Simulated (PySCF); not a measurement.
**Cl4: the SCF solver's settings**

Aim: find out which solver settings change the answer for Cl4.

The runs use PySCF 2.14.0; method and basis as typed in the scripts.

1 further run of the same task is left out (it didn't finish). Runs told in other sessions of the task aren't counted.

## (1) The system as given

Cl4: 4 atoms, charge 0, spin multiplicity 1.

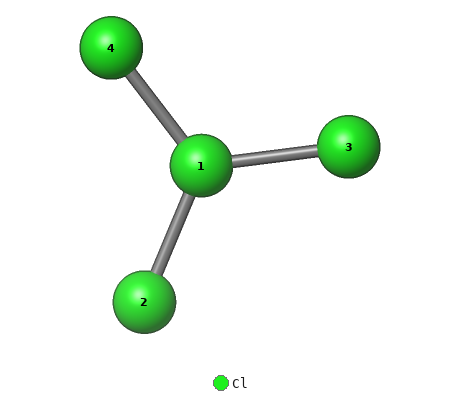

Start geometry, drawn with chlorine green; atoms are numbered from 1 in the order of the file.

As a file:

```xyz
4

Cl    0.0000    0.0000    0.0000
Cl    2.2605    0.0000    0.0000
Cl   -1.1303    1.9577    0.0000
Cl   -1.1302   -1.9577    0.0000
```

## (2) The run that the others are compared with

Input file input.py:

```python
from pyscf import gto, scf, mp

mol = gto.M(
    atom='Cl 0 0 0; Cl 2.2605 0 0; Cl -1.1303 1.9577 0; Cl -1.1302 -1.9577 0',
    basis='sbkjc',
    ecp={'Cl': 'sbkjc'},
    charge=0,
    spin=0,
    symmetry=True,
    verbose=4,
)
mf = scf.RHF(mol)
mf.kernel()
mp.MP2(mf).kernel()
mf.dip_moment()
print('orbital energies (hartree):', mf.mo_energy[..., max(0, mol.nelec[1]-3):mol.nelec[0]+3].round(4))
```

The run is started by

```bash
> OMP_NUM_THREADS=1 python input.py
```

Its log is not repeated here.

Base result: E(SCF) = -58.436262 Eh, 8 cycles, E(MP2) − E(SCF) = -0.20426 Eh, μ = 0.00 D (of the SCF density).

## (3) DIIS space 4

Variant 1 changes DIIS space: default → 4.

Changes to input.py since step 2:

```diff
@@ -12,2 +12,3 @@
 mf = scf.RHF(mol)
+mf.diis_space = 4
 mf.kernel()
```

The run is started by

```bash
> OMP_NUM_THREADS=1 python input.py
```

The program printed, cut to the lines that bear on the results:

```text
[lines on the frontier levels of each cycle are left out]
PySCF version 2.14.0

[INPUT] verbose = 4
[INPUT] num. atoms = 4
[INPUT] num. electrons = 28
[INPUT] charge = 0
[INPUT] spin (= nelec alpha-beta = 2S) = 0
[INPUT] symmetry True subgroup None
[INPUT] Mole.unit = angstrom
[INPUT] Symbol           X                Y                Z      unit          X                Y                Z       unit  Magmom
[INPUT]  1 Cl     0.000000000000   0.000000000000   0.000000000000 AA    0.000000000000   0.000000000000   0.000000000000 Bohr   0.0
[INPUT]  2 Cl     2.260500000000   0.000000000000   0.000000000000 AA    4.271725904579   0.000000000000   0.000000000000 Bohr   0.0
[INPUT]  3 Cl    -1.130300000000   1.957700000000   0.000000000000 AA   -2.135957438596   3.699516834061   0.000000000000 Bohr   0.0
[INPUT]  4 Cl    -1.130200000000  -1.957700000000   0.000000000000 AA   -2.135768465983  -3.699516834061   0.000000000000 Bohr   0.0

nuclear repulsion = 54.279595388415
point group symmetry = Cs
symmetry origin: [-1.95921710e-17  6.53072367e-18  0.00000000e+00]
symmetry axis x: [0.92305781 0.38466125 0.        ]
symmetry axis y: [-0.38466125  0.92305781  0.        ]
symmetry axis z: [0. 0. 1.]
num. orbitals of irrep A' = 24
num. orbitals of irrep A" = 8
number of shells = 16
number of NR pGTOs = 64
number of NR cGTOs = 32
basis = sbkjc
ecp = {'Cl': 'sbkjc'}

******** <class 'pyscf.scf.hf_symm.SymAdaptedRHF'> ********
method = SymAdaptedRHF
initial guess = minao
damping factor = 0
level_shift factor = 0
DIIS = <class 'pyscf.scf.diis.CDIIS'>
diis_start_cycle = 1
diis_space = 4
diis_damp = 0
SCF conv_tol = 1e-09
SCF conv_tol_grad = None
SCF max_cycles = 50
direct_scf = True
direct_scf_tol = 1e-13
Freeze 0 electrons in irreps []
    28 free electrons in irreps A' A"
Set gradient conv threshold to 3.16228e-05
Initial guess from minao.
init E= -55.7752375171207
cycle= 1 E= -58.2905738925026  delta_E= -2.52  |g|= 0.566  |ddm|= 4.88
cycle= 2 E= -58.403997223417  delta_E= -0.113  |g|= 0.301  |ddm|= 1.16
cycle= 3 E= -58.4353557949612  delta_E= -0.0314  |g|= 0.0291  |ddm|= 0.386
cycle= 4 E= -58.4360841861658  delta_E= -0.000728  |g|= 0.0122  |ddm|= 0.074
cycle= 5 E= -58.4362449084758  delta_E= -0.000161  |g|= 0.00295  |ddm|= 0.0393
cycle= 6 E= -58.436260849553  delta_E= -1.59e-05  |g|= 0.00068  |ddm|= 0.0139
cycle= 7 E= -58.436261608708  delta_E= -7.59e-07  |g|= 4.46e-05  |ddm|= 0.00346
cycle= 8 E= -58.4362616104981  delta_E= -1.79e-09  |g|= 1.29e-05  |ddm|= 0.000132
cycle= 9 E= -58.4362616106075  delta_E= -1.09e-10  |g|= 6.82e-06  |ddm|= 3.86e-05
Extra cycle  E= -58.436261610621  delta_E= -1.36e-11  |g|= 4.41e-06  |ddm|= 1.81e-05
converged SCF energy = -58.436261610621

******** <class 'pyscf.mp.mp2.RMP2'> ********
nocc = 14, nmo = 32
E(RMP2) = -58.6405195387651  E_corr = -0.204257928144102
E(SCS-RMP2) = -58.6453456574495  E_corr = -0.209084046828491
E_corr(same-spin) = -0.0415678464743433
E_corr(oppo-spin) = -0.162690081669759
Dipole moment(X, Y, Z, Debye):  0.00042, -0.00042,  0.00000
orbital energies (hartree): [-0.4962 -0.4794 -0.3743 -0.1105 -0.1105  0.4523]
```

Wall time 1.5 s (1 thread of Arm Neoverse N1, shared host); peak memory 0.14 GiB.

Result: E(SCF) = -58.436262 Eh (no change), 9 cycles, E(MP2) − E(SCF) = -0.20426 Eh, μ = 0.00 D (of the SCF density).

## (4) Initial guess 1e

Variant 2 changes initial guess: minao → 1e.

Changes to input.py since step 2:

```diff
@@ -12,2 +12,3 @@
 mf = scf.RHF(mol)
+mf.init_guess = '1e'
 mf.kernel()
```

The run is started by

```bash
> OMP_NUM_THREADS=1 python input.py
```

The program printed, cut to the lines that bear on the results:

```text
[lines on the frontier levels of each cycle are left out]
[... 31 set-up lines left out, the same as in an earlier log ...]
initial guess = 1e
[... 4 set-up lines left out, the same as in an earlier log ...]
diis_space = 8
[... 9 set-up lines left out, the same as in an earlier log ...]
Initial guess from hcore.
[... 1 set-up line left out, the same as in an earlier log ...]
WARN: A' HOMO -6.83906499482242 > system LUMO -6.8390325313889
[... 1 set-up line left out, the same as in an earlier log ...]
WARN: A' LUMO -6.8390325313889 < system HOMO -6.83906499482242
[... 1 set-up line left out, the same as in an earlier log ...]
init E= -53.9100164349204
cycle= 1 E= -57.2590951994492  delta_E= -3.35  |g|= 1.46  |ddm|= 7.61
cycle= 2 E= -57.3141893147556  delta_E= -0.0551  |g|= 1.51  |ddm|= 3.78
cycle= 3 E= -58.2814181186543  delta_E= -0.967  |g|= 0.567  |ddm|=  2.6
cycle= 4 E= -58.4276491011648  delta_E= -0.146  |g|= 0.103  |ddm|= 1.11
cycle= 5 E= -58.4345032356835  delta_E= -0.00685  |g|= 0.0379  |ddm|= 0.209
cycle= 6 E= -58.4358819520187  delta_E= -0.00138  |g|= 0.016  |ddm|= 0.103
cycle= 7 E= -58.436208912304  delta_E= -0.000327  |g|= 0.00699  |ddm|= 0.0668
cycle= 8 E= -58.4362509962594  delta_E= -4.21e-05  |g|= 0.00234  |ddm|= 0.0228
cycle= 9 E= -58.4362590584758  delta_E= -8.06e-06  |g|= 0.000965  |ddm|= 0.0094
cycle= 10 E= -58.4362611579314  delta_E= -2.1e-06  |g|= 0.000382  |ddm|= 0.00484
cycle= 11 E= -58.4362615805677  delta_E= -4.23e-07  |g|= 0.000114  |ddm|= 0.00279
cycle= 12 E= -58.4362616073172  delta_E= -2.67e-08  |g|= 4.11e-05  |ddm|= 0.000631
cycle= 13 E= -58.4362616105985  delta_E= -3.28e-09  |g|= 4.92e-06  |ddm|= 0.000251
cycle= 14 E= -58.4362616106285  delta_E= -2.99e-11  |g|= 1.49e-06  |ddm|= 2.22e-05
Extra cycle  E= -58.436261610629  delta_E= -5.68e-13  |g|= 6.64e-07  |ddm|= 3.07e-06
converged SCF energy = -58.436261610629

******** <class 'pyscf.mp.mp2.RMP2'> ********
nocc = 14, nmo = 32
E(RMP2) = -58.6405194282653  E_corr = -0.204257817636216
E(SCS-RMP2) = -58.6453455563828  E_corr = -0.209083945753759
E_corr(same-spin) = -0.0415678100881158
E_corr(oppo-spin) = -0.1626900075481
Dipole moment(X, Y, Z, Debye):  0.00047, -0.00048,  0.00000
orbital energies (hartree): [-0.4962 -0.4794 -0.3743 -0.1105 -0.1105  0.4523]
```

Wall time 1.5 s (1 thread of Arm Neoverse N1, shared host).

Outcome: E(SCF) = -58.436262 Eh (no change), 14 cycles, E(MP2) − E(SCF) = -0.20426 Eh, μ = 0.00 D (of the SCF density).

## (5) Cycle limit 8

Variant 3 changes cycle limit: 50 → 8.

Changes to input.py since step 2:

```diff
@@ -12,2 +12,3 @@
 mf = scf.RHF(mol)
+mf.max_cycle = 8
 mf.kernel()
```

The run is started by

```bash
> OMP_NUM_THREADS=1 python input.py
```

The program printed, cut to the lines that bear on the results:

```text
[lines on the frontier levels of each cycle are left out]
[... 40 set-up lines left out, the same as in an earlier log ...]
SCF max_cycles = 8
[... 6 set-up lines left out, the same as in an earlier log ...]
init E= -55.7752375171207
cycle= 1 E= -58.2905738925026  delta_E= -2.52  |g|= 0.566  |ddm|= 4.88
cycle= 2 E= -58.403997223417  delta_E= -0.113  |g|= 0.301  |ddm|= 1.16
cycle= 3 E= -58.4353557949612  delta_E= -0.0314  |g|= 0.0291  |ddm|= 0.386
cycle= 4 E= -58.4360841861658  delta_E= -0.000728  |g|= 0.0122  |ddm|= 0.074
cycle= 5 E= -58.4362449084758  delta_E= -0.000161  |g|= 0.00295  |ddm|= 0.0393
cycle= 6 E= -58.4362613792739  delta_E= -1.65e-05  |g|= 0.000425  |ddm|= 0.0155
cycle= 7 E= -58.4362616100031  delta_E= -2.31e-07  |g|= 2.9e-05  |ddm|= 0.00191
cycle= 8 E= -58.4362616105566  delta_E= -5.54e-10  |g|= 1.19e-05  |ddm|= 8.4e-05
Extra cycle  E= -58.4362616106044  delta_E= -4.78e-11  |g|= 7.51e-06  |ddm|= 3.15e-05
converged SCF energy = -58.4362616106044

******** <class 'pyscf.mp.mp2.RMP2'> ********
nocc = 14, nmo = 32
E(RMP2) = -58.6405195667219  E_corr = -0.204257956117457
E(SCS-RMP2) = -58.6453456726409  E_corr = -0.209084062036507
E_corr(same-spin) = -0.0415678676589709
E_corr(oppo-spin) = -0.162690088458486
Dipole moment(X, Y, Z, Debye):  0.00053, -0.00054,  0.00000
orbital energies (hartree): [-0.4962 -0.4794 -0.3743 -0.1105 -0.1105  0.4523]
```

It took 1.5 s on 1 thread of Arm Neoverse N1, shared host.

Outcome: E(SCF) = -58.436262 Eh (no change), 8 cycles, E(MP2) − E(SCF) = -0.20426 Eh, μ = 0.00 D (of the SCF density).

## (6) All runs together

```
             run  E(SCF) (hartree)  from base (eV)  cycles  gap (eV)              after the SCF
            base        -58.436262               0       8      7.18  MP2 correlation -5.558 eV
    DIIS space 4        -58.436262          0.0000       9      7.18  MP2 correlation -5.558 eV
initial guess 1e        -58.436262          0.0000      14      7.18  MP2 correlation -5.558 eV
   cycle limit 8        -58.436262          0.0000       8      7.18  MP2 correlation -5.558 eV
```

Wall time on 1 thread of Arm Neoverse N1, shared host, start-up included: base 1.5 s; DIIS space 4 1.5 s; initial guess 1e 1.5 s; cycle limit 8 1.5 s.

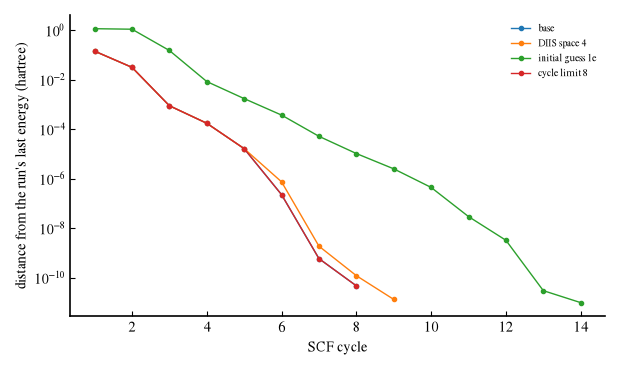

How each run approaches its own final energy.

What this shows: The SCF energy stays the same, to the digits that matter, with DIIS space 4 or initial guess 1e or cycle limit 8. The base needs 8 cycles and the run with initial guess 1e needs 14.
